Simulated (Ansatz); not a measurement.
# linear Ag chain: one chain at several levels of theory, part 3 of 3

Wanted: the relaxed geometry and the open channels of the linear Ag chain, by several methods.

Ansatz 0.2.0; DFT PBE, plane waves, PAW; relaxation of a chain's period (the session's first sound run).

So far, conductance of the lead as this run defines it (G₀): 1.000 in steps 3, 5, 7 and 9.

### 10. Comparing the runs

Times are for 4 threads of Arm Neoverse V1, shared host. The runs compared:

```tsv
no.	level	conductance of the lead as this run defines it (G₀)	time	memory (GiB)
1	PBE	1.0000	9.8 s	0.47
2	RPBE	1.0000	9.3 s	0.46
3	PBEsol	1.0000	8.9 s	0.45
4	r2SCAN	1.0000	10 s	0.74
```

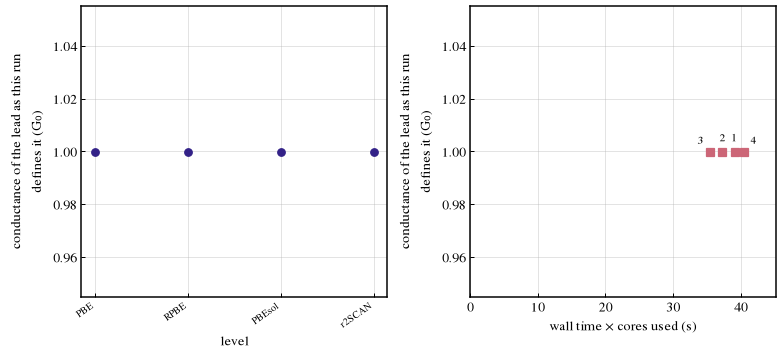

The series as plots; the last panel sets the first result against cost, with the runs numbered as in the table.

### 11. The relaxed wire, cutoff 1115.67 eV

This step: DFT PBE, plane waves, norm-conserving; relaxation of a chain's period (Ansatz 0.2.0).

The same functional on other atomic datasets tests how far the result hangs on the treatment of the cores. Against the first PBE run of this kind, the cutoff is 1115.67 eV against 420.

input.yaml reads:

```yaml
crystal:
  lattice:
    - [7.5, 0.0, 0.0]
    - [0.0, 7.5, 0.0]
    - [0.0, 0.0, 2.697]
  atoms:
    - { symbol: Ag, position: [0.5, 0.5, 0.0], spin: 0.5 }
magnetization:
  spin_polarized: true
kpoints:
  mp_grid: { grid: [1, 1, 30] }
scf:
  occupations: { method: fermi_dirac, width: 0.05 }
hamiltonian:
  xc: pbe
  pseudopotentials: { kind: nc, accuracy: standard }
relax:
  cell: { fix: [a, b, alpha, beta, gamma] }
  max_steps: 60
```

Launch:

```bash
> ansatz run input.yaml --threads 4 --pin off --max-ram 8192MiB --backend cpu --events-out ev --progress --plain --runs-dir out
```

Numbers of over 12 decimals in the logs are rounded to 6 here.

What it wrote:

```text
[...]
Crystal: 1 atoms, lattice volume = 151.706 Å³
Basis set: ecut = 1115.666836 eV, 12871 PW (Γ), exchange–correlation on 180×180×60 points (8 copies of the dense FFT grid, shifted against one another)
Bands: 14, of which v1, the nominal top of the filled ones, is band 10 counted from 1 (9 counted from 0)
Symmetry: 16 space group operations
[...]
-0.140425       0.000000       0.000000
        0.000000      -0.140425      -0.000000
        0.000000      -0.000000       0.011875
  P = ⅓ Tr σ = -0.0897 GPa (-0.897 kbar)
--- Relaxed structure (3 steps of the walk, 3 accepted, 1 SCFs on fresh bases) ---
[...]
cell:  # Å, volume = 149.3470 Å³
    - [7.5, 0, 0]
    - [0, 7.5, 0]
    - [0, 0, 2.655058]
  atoms:
    - { symbol: Ag, position: [0.5, 0.5, 0.0] }
[key lines of the parts left out:]
SCF converged after 6 iterations
Magnetization: 0.0000 μB (9.5000 up, 9.5000 down)
Free energy (F): -4216.946608 eV
Fermi energy:    -2.602336 eV
```

It took 18 s on 4 threads of Arm Neoverse V1, shared host; peak memory 0.8 GiB.

The cell's length comes to 2.655 Å, +0.1 % against the first run, with no moment.

### 12. Relaxation of atoms and period

This step: DFT PBE, plane waves, PAW; relaxation of a chain's period (Ansatz 0.2.0).

No moment formed, so a run without spin should agree; this checks it and saves time.

input.yaml, the sections that differ from step 11:

```yaml
crystal:
  lattice:
    - [7.5, 0.0, 0.0]
    - [0.0, 7.5, 0.0]
    - [0.0, 0.0, 2.697]
  atoms:
    - { symbol: Ag, position: [0.5, 0.5, 0.0] }
hamiltonian:
  xc: pbe
# kpoints, scf, relax: as in step 11
# magnetization: removed
```

What it wrote:

```text
[...]
Crystal: 1 atoms, lattice volume = 151.706 Å³
Basis set: ecut = 420 eV, 3017 PW (Γ), exchange–correlation on 108×108×40 points (8 copies of the dense FFT grid, shifted against one another)
Bands: 14, of which v1, the nominal top of the filled ones, is band 10 counted from 1 (9 counted from 0)
Symmetry: 16 space group operations
[...]
k-points: 16 of 30
[...]
--- Stress (GPa, compression-positive) ---
       -0.140509       0.000000      -0.000000
        0.000000      -0.140509      -0.000000
       -0.000000      -0.000000       0.026897
  P = ⅓ Tr σ = -0.0847 GPa (-0.847 kbar)
--- Relaxed structure (3 steps of the walk, 3 accepted, 1 SCFs on fresh bases) ---
[...]
cell:  # Å, volume = 149.2372 Å³
    - [7.5, 0, 0]
    - [0, 7.5, 0]
    - [0, 0, 2.653106]
  atoms:
    - { symbol: Ag, position: [0.5, 0.5, 0.0] }
[key lines of the parts left out:]
SCF converged after 6 iterations
Free energy (F): -7589.218717 eV
Fermi energy:    -2.609561 eV
```

Run time: 2.2 s. Hardware: 4 threads; peak memory 0.37 GiB.

The cell's length comes to 2.653 Å, +0.0 % against the first run, with spin left out.

### 13. Comparing the runs

Times are for 4 threads of Arm Neoverse V1, shared host. The runs compared:

```tsv
no.	level	cell length along the wire (Å)	time	memory (GiB)
1	PBE	2.653	5.7 s	0.4
2	RPBE	2.711	4.8 s	0.4
3	PBEsol	2.596	6.4 s	0.4
4	r2SCAN	2.609	22 s	0.72
5	PBE, NC files	2.655	18 s	0.8
6	PBE, no spin	2.653	2.2 s	0.37
```

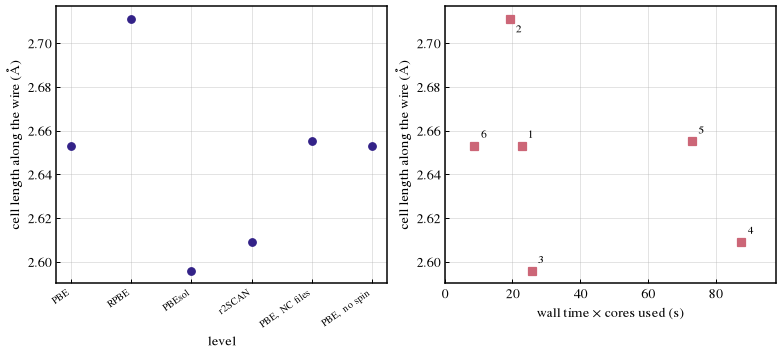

The series as plots; the last panel sets the first result against cost, with the runs numbered as in the table.

### 14. With spin-orbit coupling

This step: DFT PBE, plane waves, fully relativistic PAW; channels of a perfect chain with spin-orbit coupling (Ansatz 0.2.0).

Spin-orbit coupling mixes the spins and splits bands that cross or touch without it, so it can open or close channels. Fully relativistic datasets take the place of the scalar ones. The window is narrow, since spinor matrices are twice as large.

input.yaml reads:

```yaml
crystal:
  lattice:
    - [7.5, 0.0, 0.0]
    - [0.0, 7.5, 0.0]
    - [0.0, 0.0, 2.6531019522]
  atoms:
    - { symbol: Ag, position: [0.5, 0.5, 0.0] }
kpoints:
  mp_grid: { grid: [1, 1, 31] }
  band_path: { path: ["Γ", Z], npoints: 60 }
scf:
  occupations: { method: fermi_dirac, width: 0.05 }
hamiltonian:
  xc: pbe
  pseudopotentials: { kind: paw_fr }
output:
  transmission:
    e_range: [-0.42, 0.42]
    de: 0.035
    kmesh: [1, 1]
    reduced_basis: false
    leads: [[0, 0]]
magnetization:
  noncollinear: true
  spin_orbit: true
```

What it wrote:

```text
[...]
non-collinear run that drives no moment, with spin-orbit: no starting moment large enough to seed its density (crystal.atoms[].spin), no starting occupations that ask for one, no magnetisation constraint and no magnetic field, so the semilocal B_xc is pinned to zero
Crystal: 1 atoms, lattice volume = 149.237 Å³
Basis set: ecut = 420 eV, 3009 PW (Γ)
Bands: 28, of which v1, the nominal top of the filled ones, is band 19 counted from 1 (18 counted from 0)
Symmetry: 16 space group operations + 16 with time reversal
[...]
k-points: 16 of 31
Projection manifold: j_resolved (fully-relativistic pseudo-atomic orbitals)
[...]
SCF iter   1: F=—  HF=-7591.572814 eV  |F-HF|=—  |Δ(HF+E_count)|=         —  Δρ=7.09e-3  dr2=6.86e-2  dr2_m=0.00e0 (ungated)  ethr=3.19e-4  |M|=0.00e0 ∫|m|=0.00e0 μB  |m|>n=0.0e0 m-floor=0.0e0 τ_xc=0.0e0  β_m=0.30  ⟨swp⟩=1.4  Hψ=1656  notcnv=0
[...]
spin=Noncollinear: Resta preconditioning applied to the charge; magnetization (m_x, m_y, m_z) channels mix plain (no charge-response kernel on spin).
SCF iter   2: F=—  HF=-7591.559861 eV  |F-HF|=—  |Δ(HF+E_count)|=   1.30e-2  Δρ=3.30e-3  dr2=1.24e-2  dr2_m=0.00e0 (ungated)  ethr=2.61e-4  |M|=0.00e0 ∫|m|=0.00e0 μB  |m|>n=0.0e0 m-floor=0.0e0 τ_xc=0.0e0  β_m=0.40  ⟨swp⟩=2.2  Hψ=375  notcnv=0
[...]
SCF iter   6: F=-7591.559500 eV  HF=-7591.559500 eV  |F-HF|=4.80e-9  |Δ(HF+E_count)|=   5.52e-7  Δρ=6.38e-6  dr2=5.49e-8  dr2_m=0.00e0 (ungated)  ethr=3.80e-10  |M|=0.00e0 ∫|m|=0.00e0 μB  |m|>n=0.0e0 m-floor=0.0e0 τ_xc=0.0e0  ⟨swp⟩=6.1  Hψ=802  notcnv=0
SCF 1 converged in 6 iterations: F = -7591.559500 eV  dr2 = 5.49e-8
[...]
transmission: 4 of 4 steps passed
SCF converged after 6 iterations
Magnetization: |M| = 0.0000 μB,  M = (+0.0000, +0.0000, +0.0000) μB
Absolute magnetization: 0.0000 μB (∫|m|)
  site 0: m = (+0.0000, +0.0000, +0.0000) μB, |m| = 0.0000 μB  (R = 1.09 Å)
Free energy (F): -7591.559500 eV
[...]
Internal energy: -7591.555570 eV  (E = F + TS)
E sigma→0 (E₀):  -7591.557535 eV
Entropy (-TS):   -0.003930 eV (-3.930 meV/atom)
Fermi energy:    -2.591940 eV
[...]
--- Band table (eV; the first three rows and the last of 16) ---
  k-point 0: bands = [... 15 lower, -4.6648, -4.3863, -4.3863, -3.7102, -3.7102, 0.6466, 0.6466, 0.7876, ... 5 higher]
  k-point 1: bands = [... 15 lower, -4.6867, -4.4092, -4.4092, -3.6946, -3.6946, 0.6808, 0.6808, 0.8217, ... 5 higher]
  k-point 2: bands = [... 15 lower, -4.7504, -4.4754, -4.4754, -3.6469, -3.6469, 0.7818, 0.7818, 0.9225, ... 5 higher]
  k-point 15: bands = [... 15 lower, -4.8759, -4.3259, -4.3259, 1.1723, 1.1723, 3.1631, 3.1631, 5.7054, ... 5 higher]
--- Transmission ---
  basis      : 497 plane waves across, 4 finite elements along
  points     : 1, standing for a mesh of 1 x 1
[...]
crystal 0  : Ag1, at the sites [0, 0], period 2.6531 Å: whole cells are its period
[...]
filled         : 28.6 meV over the level at which it is neutral
    channels       : 2.000000e0 of both spins
[...]
```

Wall time 4.3 min (4 threads); peak memory 4.9 GiB; 16 min of CPU time.

Numbers from this step:

| Item | Value |
| --- | --- |
| energy at zero smearing | -7591.5575 eV |
| channels at the energy nearest the Fermi level, both spins | 2 |

The open channels of the lead, both spins stays at 2 for energy from -0.42 to 0.42 eV.

The slowest values at each energy, most degenerate partners merged, listed up to 1.5 1/Å. Table of Im kz of the slowest decaying states by energy, zero at the Fermi level:

```tsv
energy (eV)	decay 1 (Å⁻¹)	decay 2 (Å⁻¹)	decay 3 (Å⁻¹)	decay 4 (Å⁻¹)
-0.420	0.463	0.487	0.563	1.14
-0.315	0.471	0.494	0.584	1.16
-0.210	0.479	0.499	0.604	1.17
-0.105	0.485	0.503	0.623	1.16
0.000	0.491	0.507	0.641	1.14
0.105	0.495	0.509	0.657	1.13
0.210	0.499	0.511	0.673	1.12
0.315	0.501	0.512	0.689	1.10
0.420	0.503	0.512	0.703	1.09
```

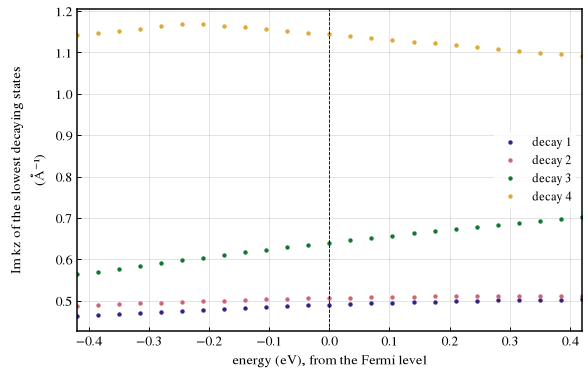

Im kz of the slowest decaying states against energy.

Electronic bands along the path, in eV, zero at the Fermi level:

```tsv
point	band 13	band 14	band 15	band 16	band 17	band 18	band 19	band 20
Γ	-2.62	-2.62	-2.07	-2.07	-1.79	-1.79	-1.12	-1.12
Z	-2.69	-2.69	-2.28	-2.28	-1.73	-1.73	3.85	3.85
```

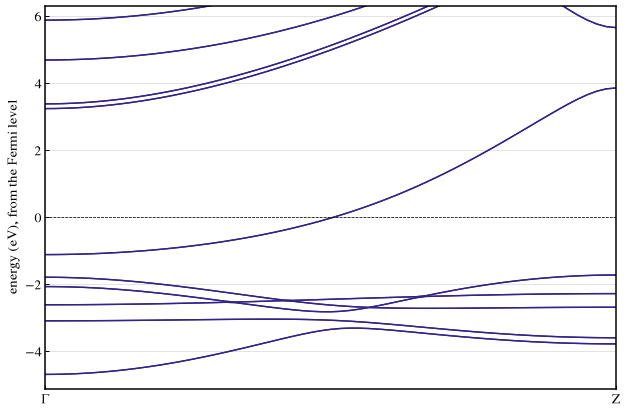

Electronic bands along the path.

At the computed energy nearest the Fermi level there are 2 spinor channels, and the thermal average gives 1.000 G₀.

### 15. A repeat with changed settings

This step: DFT PBE, plane waves, PAW; channels and complex bands of a perfect chain; changed: output.transmission.e_range = [1, -1], scf.max_iter = 100 (Ansatz 0.2.0).

The input of the run on the perfect lead (PBE) is made doubtful on purpose. The ELF is not written this time.

input.yaml, the sections that differ from step 14:

```yaml
scf:
  occupations: { method: fermi_dirac, width: 0.05 }
  max_iter: 100
hamiltonian:
  xc: pbe
output:
  transmission:
    e_range: [1, -1]
    de: 0.035
    kmesh: [1, 1]
    reduced_basis: true
    leads: [[0, 0]]
  dos: { projected: true, e_range: [-6, 4] }
  write_potential: true
  write_density: true
  volumetric_format: npy
# crystal, kpoints: as in step 14
# magnetization: removed
```

What it wrote:

```text
Error: invalid value for `output.transmission.e_range`: [1, -1] eV must be finite with min < max
```

Elapsed: 0.04 s, on 4 threads; peak memory 0.07 GiB.

The input was rejected at the start.

The program's message: “Error: invalid value for `output.transmission.e_range`: [1, -1] eV must be finite with min < max”

The change that led to it: output.transmission.e_range = [1, -1].

### 16. A varied input: crystal.symmetry = {"detect": false}

This step: DFT PBE, plane waves, PAW; channels and complex bands of a perfect chain; changed: crystal.symmetry = {"detect": false} (Ansatz 0.2.0).

The atoms of the run on the perfect lead (PBE) are kept and the input is varied, to see whether the result depends on it. The ELF is not written this time.

Changes to input.yaml since step 15:

```diff
@@ -7,2 +7,3 @@
     - { symbol: Ag, position: [0.5, 0.5, 0.0] }
+  symmetry: { detect: false }
 kpoints:
@@ -12,3 +13,2 @@
   occupations: { method: fermi_dirac, width: 0.05 }
-  max_iter: 100
 hamiltonian:
@@ -17,3 +17,3 @@
   transmission:
-    e_range: [1, -1]
+    e_range: [-2, 2]
     de: 0.035
```

What it wrote:

```text
[...]
Crystal: 1 atoms, lattice volume = 149.237 Å³
Basis set: ecut = 420 eV, 3009 PW (Γ)
Bands: 14, of which v1, the nominal top of the filled ones, is band 10 counted from 1 (9 counted from 0)
Symmetry: 1 space group operations
k-points: 16 of 31 (time reversal used)
[...]
SCF iter   1: F=—  HF=-7589.215456 eV  |F-HF|=—  |Δ(HF+E_count)|=         —  Δρ=1.34e-3  dr2=2.99e-3  ethr=1.77e-3  ⟨swp⟩=5.1  Hψ=1117  notcnv=0
[...]
k-point 15: bands = [... 6 lower, -5.1014, -5.1009, -4.3548, 1.1918, 3.1656, 5.8015, 5.8015, 6.9879]
--- Transmission ---
  basis      : 497 plane waves across, 4 finite elements along
  points     : 1, standing for a mesh of 1 x 1
[...]
crystal 0  : Ag1, at the sites [0, 0], period 2.6531 Å: whole cells are its period
[...]
filled         : 29.0 meV over the level at which it is neutral
    channels       : 1.000000e0 a spin
[...]
[key lines of the parts left out:]
SCF converged after 6 iterations
Free energy (F): -7589.217812 eV
Fermi energy:    -2.588345 eV
```

Elapsed: 12 s, on 4 threads; peak memory 0.39 GiB.

This step gave:

| Item | Value |
| --- | --- |
| energy at zero smearing | -7589.2159 eV |

Open channels of the lead, one spin against energy, zero at the Fermi level:

```tsv
energy (eV)	open channels of the lead, one spin
-2.000	3
-1.510	0
-0.985	1
-0.495	1
-0.005	1
0.485	1
1.010	1
1.500	1
```

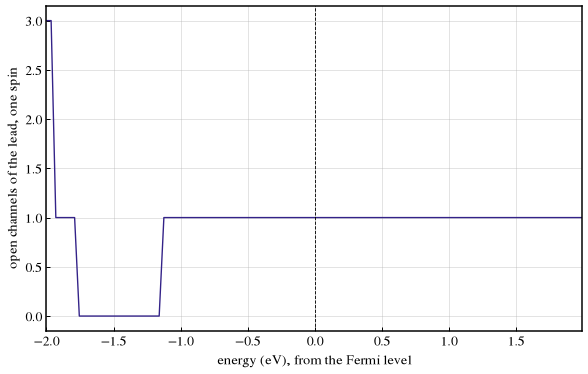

Open channels of the lead, one spin, plotted against energy.

It took 12 s against 9.8 s for the run it varies, and the conductance is 1.000 G₀ against 1.000 G₀.

The channels at the energy nearest the Fermi level, one spin and conductance of the lead as this run defines it stay within 0.2 % plus 0.001 of the run it varies.

### 17. Summary of results

| Quantity | Value |
| --- | --- |
| cell length, PBE | 2.653 Å |
| cell length, RPBE | 2.711 Å |
| cell length, PBEsol | 2.596 Å |
| cell length, r2SCAN | 2.609 Å |
| cell length, PBE, NC files | 2.655 Å |
| cell length, PBE, no spin | 2.653 Å |
| conductance, PBE | 1.000 G₀ |
| conductance, RPBE | 1.000 G₀ |
| conductance, PBEsol | 1.000 G₀ |
| conductance, r2SCAN | 1.000 G₀ |
| conductance, with spin-orbit coupling | 1.000 G₀ |

What this shows: Under PBE the cell's length is 2.65 Å, no moment survives, and it is a metal with 1 channel a spin next to the Fermi level, 1.000 G₀ at 300 K. The cell's length spans 4.4 % over the functionals, shortest under PBEsol and longest under RPBE. A perfect wire passes every open channel, so the conductance counts half a G₀ for each forward-moving state at the Fermi level, spin by spin. Transport is coherent and elastic here: the atoms are frozen, so scattering by vibrations plays no part. The lead's cell of one atom keeps the chain straight and evenly spaced; a zigzag or dimerised form may lie lower.

[Logs are printed without paths, hosts, clocks, repeated set-up lines and the standing remarks that a program may print on its own settings, such as how far it seeks lower states.]

[Hosts, paths, dates, database ids (printed as entryN), source tags and the programs' standing remarks are cut or masked in the printed files.]
